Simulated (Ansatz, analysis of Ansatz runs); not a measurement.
**A hop of N in Zn3SbN3 (Cm), charge +3**

Aim: the barrier of one jump in Zn3SbN3 (Cm) at charge +3: V_N hop (3.2 Å). The model is a cell of 56 host atoms with 1 N taken out; N is the atom that moves.

Method: plane-wave PAW DFT, PBEsol; nudged elastic band between two relaxed defect structures at fixed charge in a uniform background, in Ansatz 0.2.0.

## Step 1: Starting point

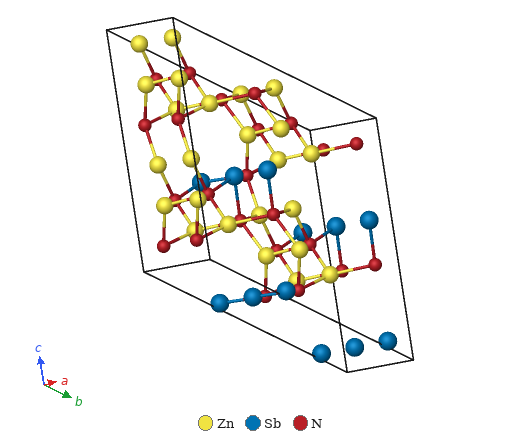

Start, viewed slightly off an axis; zinc yellow, antimony blue, nitrogen red. Bonds to atoms that aren't drawn are left out. Some periodic images of atoms are drawn too.

The cell holds 55 atoms: 24 Zn, 8 Sb and 23 N. Its edges and angles: a = 9.402 Å, b = 9.402 Å, c = 11.075 Å, α = 114.5°, β = 114.5°, γ = 88.1°. It derives from Zn3SbN3 (space group Cm). Nearest the centre at fractional (0.472, 0.590, 0.472): Sb4 at 1.29 Å, N20 at 1.58 Å, Zn43 at 2.34 Å, Zn16 at 2.49 Å, N33 at 2.69 Å, Zn52 at 2.71 Å, Zn15 at 2.78 Å, N47 at 2.94 Å. The cell carries charge +3.

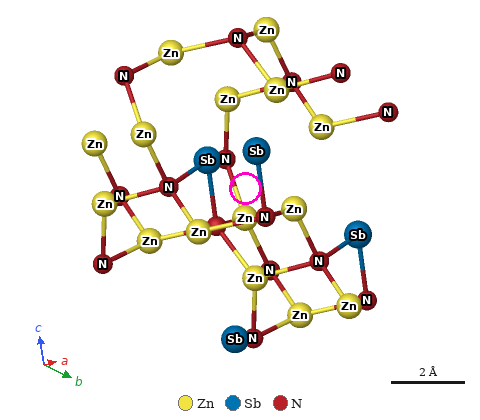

The atoms within 5 Å of the centre. A ring marks the centre wherever it is empty. Bonds to atoms that aren't drawn are left out.

Coordinates:

```xyz
55
Lattice="6.7597 -6.5343 0.0061 6.7597 6.5343 0.0061 -6.3964 0.0000 9.0407" Properties=species:S:1:pos:R:3 pbc="T T T"
Zn   -0.4041    0.0000    3.9840
Zn    1.6064   -1.4483    2.1727
Zn    1.6064    1.4483    2.1727
Sb    3.1510    0.0000    4.5261
N    -0.0531    1.7319    3.1623
N    -0.0531   -1.7319    3.1623
N     1.4415    0.0000    0.8548
Zn   -3.6023    0.0000    8.5043
Zn   -1.5918   -1.4483    6.6930
Zn   -1.5918    1.4483    6.6930
Sb   -0.0471    0.0000    9.0464
N    -3.2513    1.7319    7.6827
N    -3.2513   -1.7319    7.6827
N    -1.7566    0.0000    5.3751
Zn    2.9758    3.2672    3.9871
Zn    4.9862    1.8189    2.1758
Zn    4.9862    4.7155    2.1758
Sb    6.5309    3.2672    4.5292
N     3.3267    4.9991    3.1654
N     3.3267    1.5352    3.1654
N     4.8214    3.2672    0.8578
Zn   -0.2224    3.2672    8.5074
Zn    1.7880    1.8189    6.6961
Zn    1.7880    4.7155    6.6961
Sb    3.3327    3.2672    9.0495
N     0.1286    4.9991    7.6857
N     0.1286    1.5352    7.6857
N     1.6232    3.2672    5.3782
Zn    2.9758   -3.2672    3.9871
Zn    4.9862   -4.7155    2.1758
Zn    4.9862   -1.8189    2.1758
Sb    6.5309   -3.2672    4.5292
N     3.3267   -1.5352    3.1654
N     3.3267   -4.9991    3.1654
N     4.8214   -3.2672    0.8578
Zn   -0.2224   -3.2672    8.5074
Zn    1.7880   -4.7155    6.6961
Zn    1.7880   -1.8189    6.6961
Sb    3.3327   -3.2672    9.0495
N     0.1286   -1.5352    7.6857
N     0.1286   -4.9991    7.6857
N     1.6232   -3.2672    5.3782
Zn    6.3557    0.0000    3.9901
Zn    8.3661   -1.4483    2.1788
Zn    8.3661    1.4483    2.1788
Sb    9.9108    0.0000    4.5322
N     6.7066    1.7319    3.1684
N     6.7066   -1.7319    3.1684
N     8.2013    0.0000    0.8609
Zn    3.1575    0.0000    8.5105
Zn    5.1679   -1.4483    6.6992
Zn    5.1679    1.4483    6.6992
Sb    6.7126    0.0000    9.0526
N     3.5084    1.7319    7.6888
N     3.5084   -1.7319    7.6888
```

The cell's shortest repeat is 9.4 Å.

## Step 2: Relaxation of the start point, charge +3

The ends come first: from an unrelaxed start the top is counted from too high an energy, and the barrier comes out too low. Small random displacements break the symmetry of the ideal sites, so that the defect can distort if it gains by it. The charge of +3 is set by the electron count, and a uniform background keeps the cell neutral.

Input file qp3.start/input.yaml:

```yaml
crystal:
  lattice:
    - [6.75971426, -6.53433939, 0.00612541]
    - [6.75971426, 6.53433939, 0.00612541]
    - [-6.39637934, 0.0, 9.04065438]
  atoms:
    - { symbol: Zn, position: [0.17849326, 0.17849326, 0.44043488] }
    - { symbol: Zn, position: [0.34319894, 0.12155238, 0.24001245] }
    - { symbol: Zn, position: [0.12155238, 0.34319894, 0.24001245] }
    - { symbol: Sb, position: [0.46963901, 0.46963901, 0.50000293] }
    - { symbol: "N", position: [0.02893677, 0.29398648, 0.34957044] }
    - { symbol: "N", position: [0.29398648, 0.02893677, 0.34957044] }
    - { symbol: "N", position: [0.15126316, 0.15126316, 0.09434241] }
    - { symbol: Zn, position: [0.17849326, 0.17849326, 0.94043488] }
    - { symbol: Zn, position: [0.34319894, 0.12155238, 0.74001245] }
    - { symbol: Zn, position: [0.12155238, 0.34319894, 0.74001245] }
    - { symbol: Sb, position: [0.46963901, 0.46963901, 1.00000293] }
    - { symbol: "N", position: [0.02893677, 0.29398648, 0.84957044] }
    - { symbol: "N", position: [0.29398648, 0.02893677, 0.84957044] }
    - { symbol: "N", position: [0.15126316, 0.15126316, 0.59434241] }
    - { symbol: Zn, position: [0.17849326, 0.67849326, 0.44043488] }
    - { symbol: Zn, position: [0.34319894, 0.62155238, 0.24001245] }
    - { symbol: Zn, position: [0.12155238, 0.84319894, 0.24001245] }
    - { symbol: Sb, position: [0.46963901, 0.96963901, 0.50000293] }
    - { symbol: "N", position: [0.02893677, 0.79398648, 0.34957044] }
    - { symbol: "N", position: [0.29398648, 0.52893677, 0.34957044] }
    - { symbol: "N", position: [0.15126316, 0.65126316, 0.09434241] }
    - { symbol: Zn, position: [0.17849326, 0.67849326, 0.94043488] }
    - { symbol: Zn, position: [0.34319894, 0.62155238, 0.74001245] }
    - { symbol: Zn, position: [0.12155238, 0.84319894, 0.74001245] }
    - { symbol: Sb, position: [0.46963901, 0.96963901, 1.00000293] }
    - { symbol: "N", position: [0.02893677, 0.79398648, 0.84957044] }
    - { symbol: "N", position: [0.29398648, 0.52893677, 0.84957044] }
    - { symbol: "N", position: [0.15126316, 0.65126316, 0.59434241] }
    - { symbol: Zn, position: [0.67849326, 0.17849326, 0.44043488] }
    - { symbol: Zn, position: [0.84319894, 0.12155238, 0.24001245] }
    - { symbol: Zn, position: [0.62155238, 0.34319894, 0.24001245] }
    - { symbol: Sb, position: [0.96963901, 0.46963901, 0.50000293] }
    - { symbol: "N", position: [0.52893677, 0.29398648, 0.34957044] }
    - { symbol: "N", position: [0.79398648, 0.02893677, 0.34957044] }
    - { symbol: "N", position: [0.65126316, 0.15126316, 0.09434241] }
    - { symbol: Zn, position: [0.67849326, 0.17849326, 0.94043488] }
    - { symbol: Zn, position: [0.84319894, 0.12155238, 0.74001245] }
    - { symbol: Zn, position: [0.62155238, 0.34319894, 0.74001245] }
    - { symbol: Sb, position: [0.96963901, 0.46963901, 1.00000293] }
    - { symbol: "N", position: [0.52893677, 0.29398648, 0.84957044] }
    - { symbol: "N", position: [0.79398648, 0.02893677, 0.84957044] }
    - { symbol: "N", position: [0.65126316, 0.15126316, 0.59434241] }
    - { symbol: Zn, position: [0.67849326, 0.67849326, 0.44043488] }
    - { symbol: Zn, position: [0.84319894, 0.62155238, 0.24001245] }
    - { symbol: Zn, position: [0.62155238, 0.84319894, 0.24001245] }
    - { symbol: Sb, position: [0.96963901, 0.96963901, 0.50000293] }
    - { symbol: "N", position: [0.52893677, 0.79398648, 0.34957044] }
    - { symbol: "N", position: [0.79398648, 0.52893677, 0.34957044] }
    - { symbol: "N", position: [0.65126316, 0.65126316, 0.09434241] }
    - { symbol: Zn, position: [0.67849326, 0.67849326, 0.94043488] }
    - { symbol: Zn, position: [0.84319894, 0.62155238, 0.74001245] }
    - { symbol: Zn, position: [0.62155238, 0.84319894, 0.74001245] }
    - { symbol: Sb, position: [0.96963901, 0.96963901, 1.00000293] }
    - { symbol: "N", position: [0.52893677, 0.79398648, 0.84957044] }
    - { symbol: "N", position: [0.79398648, 0.52893677, 0.84957044] }
total_charge: 3
basis:
  ecutwfc: 420
  xc_grid: 2
hamiltonian:
  xc: pbesol
kpoints:
  mp_grid: { grid: [1, 1, 1], shift: [0.25, 0.25, 0.25] }
scf:
  occupations: { method: fixed }
  max_iter: 100
output:
  forces: true
relax:
  f_tol: 0.02
  max_steps: 70
  random_displacement: { amplitude: 0.03, seed: 1692 }
```

Started as:

```bash
ansatz run input.yaml --threads 32 --pin off --max-ram 84787MiB --backend cuda --events-out ev --progress --plain --runs-dir out --max-vram 78GiB
```

The log of the run:

```text
[... repeated set-up lines and file paths are left out, and long positions are rounded to six places ...]
[...]
Engine: ansatz 0.2.0, aarch64-unknown-linux-gnu
[...]
Pseudopotential: Zn, paw, valence charge 12, recommended cutoff 420 eV (normal), Zn.paw.azcp
Pseudopotential: Sb, paw, valence charge 15, recommended cutoff 420 eV (normal), Sb.paw.azcp
Pseudopotential: N, paw, valence charge 5, recommended cutoff 420 eV (normal), N.paw.azcp
Functional definition: PBEsol
[...]
Crystal: 55 atoms, lattice volume = 799.168 Å³
Basis set: ecut = 420 eV, 15649 PW (Γ), exchange–correlation on 128×128×150 points (8 copies of the dense FFT grid, shifted against one another)
Bands: 315, of which v1, the nominal top of the filled ones, is band 260 counted from 1 (259 counted from 0)
[...]
k-points: 1
[...]
SCF 1 converged in 10 iterations: F = -138732.622426 eV  dr2 = 7.49e-6
[...]
relax step   1: F+E_penalty+E_count = -138732.62242576 eV  Δ(F+E_penalty+E_count) = +0.000e0 eV  max|allowed force component| = 1.132e0 eV/Å  Δτ_max = 0.0000 Å  (10 SCF iters, dr2 threshold 1.00e-5 eV [...]
[... the SCF cycles and remarks between the steps are left out from here to the last step ...]
relax step   9: F+E_penalty+E_count = -138733.50200297 eV  Δ(F+E_penalty+E_count) = -1.199e-3 eV  max|allowed force component| = 5.165e-2 eV/Å  Δτ_max = 0.0326 Å  (6 SCF iters, dr2 threshold 1.01e-5 e [...]
relax step  10: F+E_penalty+E_count = -138733.50350645 eV  Δ(F+E_penalty+E_count) = -1.503e-3 eV  max|allowed force component| = 1.940e-2 eV/Å  Δτ_max = 0.0171 Å  (7 SCF iters, dr2 threshold 4.54e-7 e [...]
[...]
relax step  11: F+E_penalty+E_count = -138733.50350649 eV  Δ(F+E_penalty+E_count) = -4.214e-8 eV  max|allowed force component| = 1.943e-2 eV/Å  Δτ_max = 0.0000 Å  (2 SCF iters, accepted)
[...]
--- Relaxed structure (11 steps of the walk, 10 accepted, 0 SCFs on fresh bases) ---
[...]
```

It took 5.8 s on 1 × NVIDIA GB200 with 32 threads of Arm Neoverse V2, shared host; peak memory 1.4 GiB.

Step by step:

| step | energy less that of the first step (eV) | largest force component (eV/Å) |
| --- | --- | --- |
| 1 | 0.0000 | 1.1316 |
| 2 | -0.5099 | 0.6487 |
| 3 | -0.7114 | 0.3354 |
| 4 | -0.6865 | 0.4368 |
| 5 | -0.8065 | 0.1797 |
| 6 | -0.8408 | 0.1373 |
| 7 | -0.8721 | 0.1102 |
| 8 | -0.8784 | 0.1252 |
| 9 | -0.8796 | 0.0516 |
| 10 | -0.8811 | 0.0194 |
| 11 | -0.8811 | 0.0194 |

Relaxation step 4 was tried and not accepted.

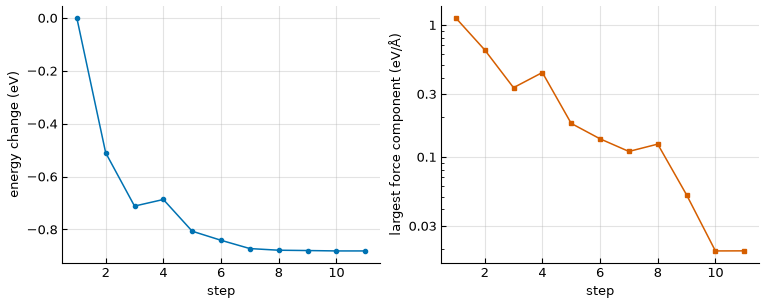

Energy and largest force along the relaxation.

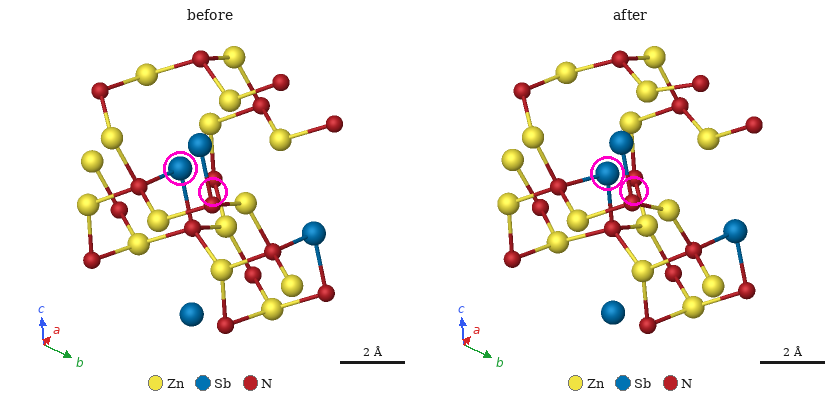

Before and after: the atoms that start within 5 Å of the centre. Sb4, which moves most, is ringed if it is among them. A ring with no atom in it marks the empty centre. Bonds to atoms that aren't drawn are left out.

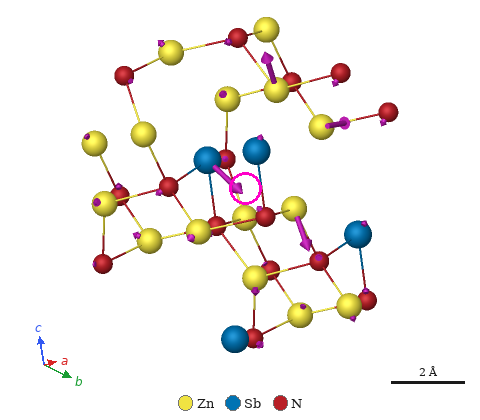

Displacements in the relaxation from the typed sites near the centre, exaggerated, the mean shift taken out; the longest in the cell stands for 0.38 Å. A ring marks the centre wherever it is empty. Bonds to atoms that aren't drawn are left out.

The atoms that moved most (Å, from the sites as typed, ahead of the random displacement, the mean shift of all atoms taken out):

| atom | dx | dy | dz | length |
| --- | --- | --- | --- | --- |
| Sb4 | 0.355 | 0.000 | -0.140 | 0.381 |
| Zn51 | -0.010 | -0.309 | 0.154 | 0.345 |
| Zn52 | -0.010 | 0.309 | 0.154 | 0.345 |
| Zn43 | 0.238 | 0.000 | -0.238 | 0.336 |
| Zn31 | 0.003 | -0.048 | -0.055 | 0.073 |
| Zn16 | 0.003 | 0.048 | -0.055 | 0.073 |
| Zn2 | -0.061 | 0.027 | 0.001 | 0.067 |
| Zn3 | -0.061 | -0.027 | 0.001 | 0.067 |

Neighbours of N20 at the end:

| atom | distance (Å) |
| --- | --- |
| Zn15 | 1.955 |
| Zn16 | 1.990 |
| Zn3 | 1.992 |
| Sb4 | 2.015 |
| N33 | 3.099 |
| N28 | 3.269 |
| N21 | 3.273 |
| N7 | 3.331 |
| N5 | 3.386 |
| N47 | 3.389 |

Read from the output:

```
free energy                                                                                       : -138733.5035 eV
r.m.s. move of the farther half of the atoms                                                      : 0.04273 Å
largest move from the ideal geometry of this structure, a common shift of the far atoms taken out : 0.3888 Å
```

The relaxation gained 0.881 eV and ended with a largest force component of 0.019 eV/Å.

(Part 1 of 3 ends here.)

[Logs are printed without paths, hosts, clocks, repeated set-up lines and the standing remarks that a program may print on its own settings, such as how far it seeks lower states.]

[Hosts, paths, dates, database ids (printed as entryN), source tags and the programs' standing remarks are cut or masked in the printed files.]
